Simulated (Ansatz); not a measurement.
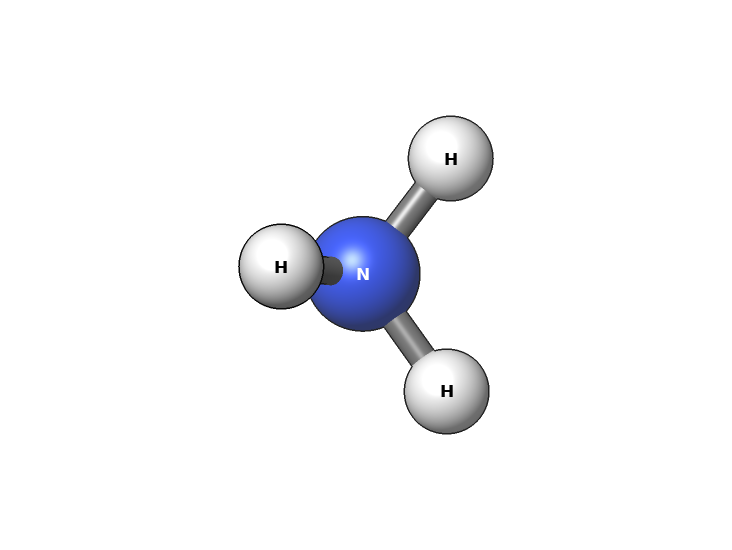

Ball-and-stick drawing of a structure.

Description:

Formula NH3. This geometry has C3v symmetry. Coordination: 1 N trigonal pyramidal.

The parts below concern this one geometry. Atoms keep their numbers from picture to picture. The geometry was computed by an optimisation with PBE0-D4/def2-TZVP.

## Electronic properties

Level of theory: RKS PBE0-D4/def2-TZVPP (Ansatz 0.2.0).

> What is the LUMO energy (Kohn–Sham orbital)?

1.03 eV.

> Give the HOMO energy (Kohn–Sham orbital) at this level.

−7.58 eV.

## Thermal motion

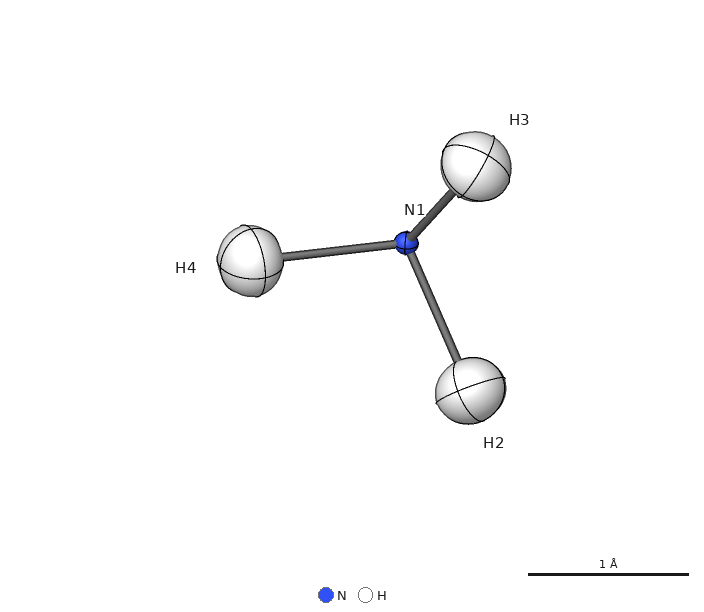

Displacement ellipsoids at the 50 % level, enlarged 2 times, from the internal vibrations of the free molecule (harmonic, no overall translation or rotation; no half-axis is drawn under 0.075 Å). Vibrations computed with RKS PBE0-D4/def2-TZVP (Ansatz 0.2.0). Temperature: 100 K.

Give the displacement parameters, one line for each set of equivalent atoms.

```json
{"atom": "N1", "U_eq (Å²)": "0.00011", "rms amplitudes (Å)": "0.008, 0.008, 0.014"}
{"atom": "H2, H3, H4", "U_eq (Å²)": "0.0051", "rms amplitudes (Å)": "0.066, 0.073, 0.074"}
```

## Charges

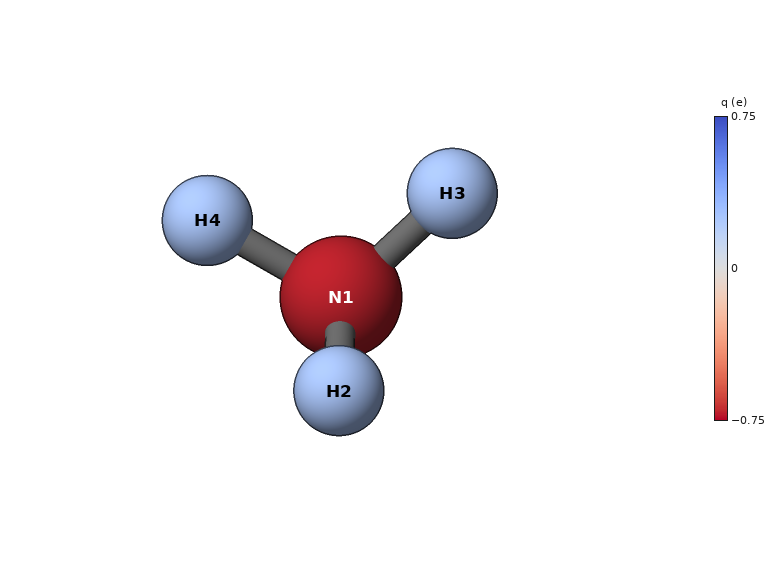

Atoms are coloured by their Mulliken charges. Level of theory: RKS PBE0-D4/def2-TZVP (Ansatz 0.2.0).

Give the Mulliken charges atom by atom.

```json
{"atom": "N1", "value (e)": "−0.70"}
{"atom": "H2", "value (e)": "0.23"}
{"atom": "H3", "value (e)": "0.23"}
{"atom": "H4", "value (e)": "0.23"}
```

Mulliken values depend strongly on the basis set and can even reverse the polarity of a bond.
